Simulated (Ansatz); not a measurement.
Consider Ru2Rh.

```
Ru Rh
1.0
     7.08784    0.00000    0.00000
     0.00000    7.08784    0.00000
     0.00000    0.00000    7.08784
Ru Rh
16 8
Direct
  0.37500 0.12500 0.37500
  0.87500 0.62500 0.37500
  0.87500 0.12500 0.87500
  0.37500 0.62500 0.87500
  0.37500 0.37500 0.12500
  0.87500 0.87500 0.12500
  0.87500 0.37500 0.62500
  0.37500 0.87500 0.62500
  0.12500 0.37500 0.37500
  0.62500 0.87500 0.37500
  0.62500 0.37500 0.87500
  0.12500 0.87500 0.87500
  0.12500 0.12500 0.12500
  0.62500 0.62500 0.12500
  0.62500 0.12500 0.62500
  0.12500 0.62500 0.62500
  0.75000 0.25000 0.25000
  0.25000 0.75000 0.25000
  0.25000 0.25000 0.75000
  0.75000 0.75000 0.75000
  0.50000 0.00000 0.00000
  0.00000 0.50000 0.00000
  0.00000 0.00000 0.50000
  0.50000 0.50000 0.50000
```

Space group Fd-3m; a structure generated by program, which may or may not match a known phase; the program warned that a starting moment wasn't kept; spin-polarised, but the moments vanished.

The calculation used Ansatz, DFT PBE, scalar-relativistic, plane waves, PAW.

What will maps of the valence pseudo-density and electron localisation function show?

Answer. Ru–Ru (2.51 Å): ρ at the midpoint is about 0.53 e/Å³; the ELF is about 0.30 at the midpoint: no shared electron pair shows on this line.
Ru–Rh (2.94 Å): ρ at the midpoint is about 0.26 e/Å³; the ELF is about 0.25 at the midpoint; no localised pair shows between them.
Rh–Rh (3.07 Å): ρ is about 0.2 e/Å³ halfway; the ELF is about 0.20 at the midpoint; no shared electron pair shows on this line.

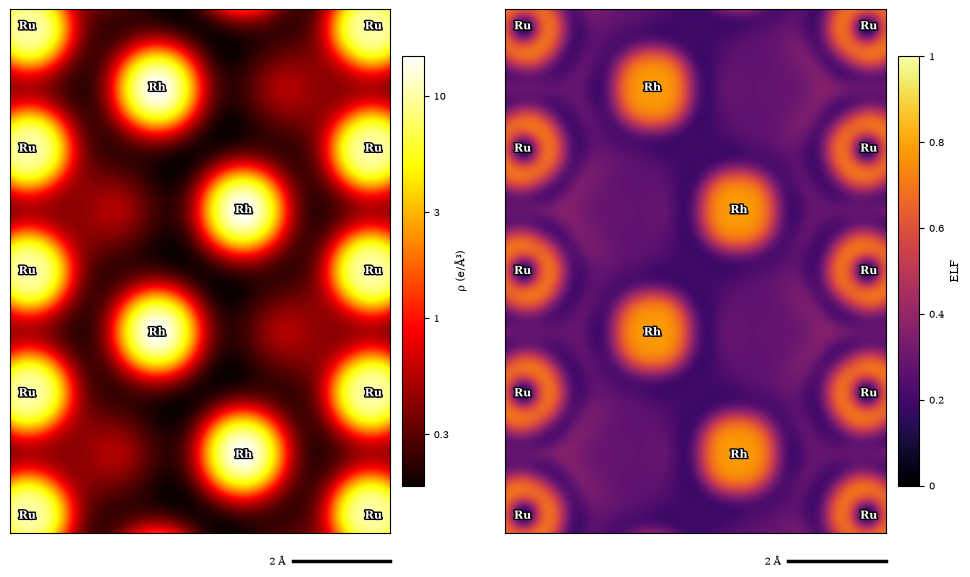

Computed valence pseudo-density and electron localisation function on the (110) plane of the conventional cell, in this order. 

The density is the valence pseudo-density of a PAW calculation; it isn't the true density close to the nuclei.
